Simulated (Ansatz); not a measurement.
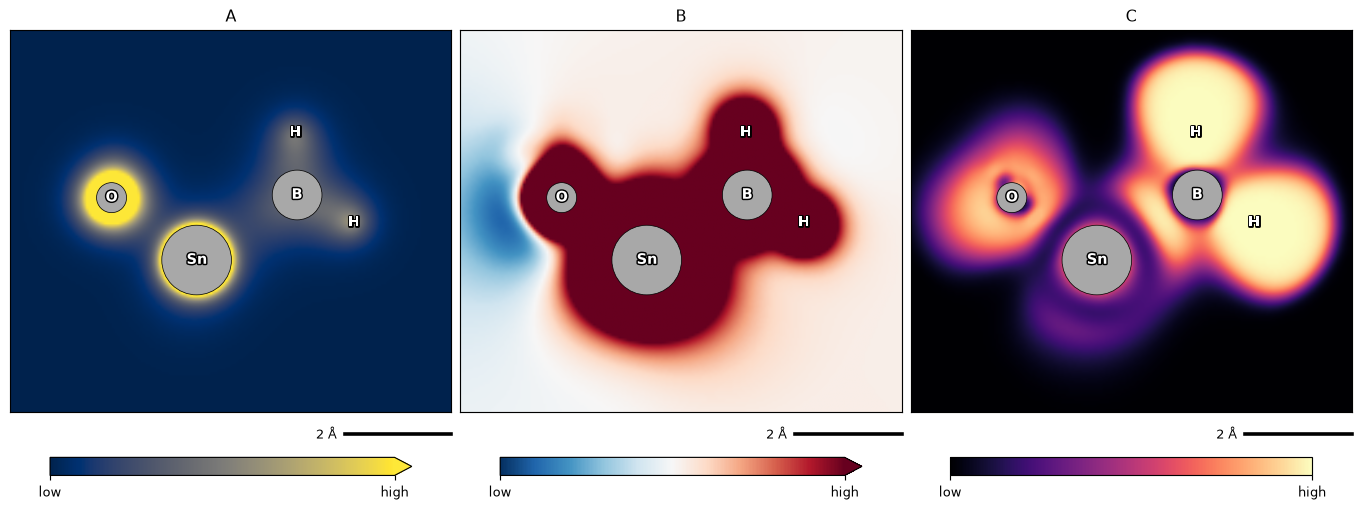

BH₅OSn (SMILES [BH2][SnH2][OH]): 3 fields on the plane of atoms B1, Sn2 and O3, with unlabelled colour scales. Grey discs cover the atomic cores.

Geometry: PBE0-D4/def2-TZVP; core potentials replace the inner electrons of Sn.

All numbers below come from RKS PBE0-D4/def2-TZVPP in Ansatz 0.2.0.

```xyz
8

B    -1.0770    0.5776   -1.0029
Sn    0.6635    0.2253    0.3727
O     0.8997   -1.7076    0.7277
H    -1.8435   -0.3016   -1.2580
H    -1.2633    1.6548   -1.4834
H     0.4448    0.9947    1.8926
H     2.1903    0.6475   -0.2576
H     0.0778   -2.1479    0.9530
```

Question: The panels show electron density, electron localisation function and electrostatic potential in some order. Assign them.

Answer: Panel A: electron density. Panel B: electrostatic potential (strongly positive close to the atoms, with negative regions outside electron-rich atoms). Panel C: electron localisation function. From the grid: Sn–O (1.98 Å): ρ at the midpoint is about 0.81 e/Å³; the ELF peaks at about 0.85 in the valence shell of O, 0.6 Å from its nucleus, and drops to about 0.15 between the two atoms. Sn–B (2.25 Å): ρ is about 0.65 e/Å³ halfway; the ELF peaks at about 0.95 in the valence shell of B, 0.8 Å from its nucleus, and drops to about 0.20 between the two atoms.
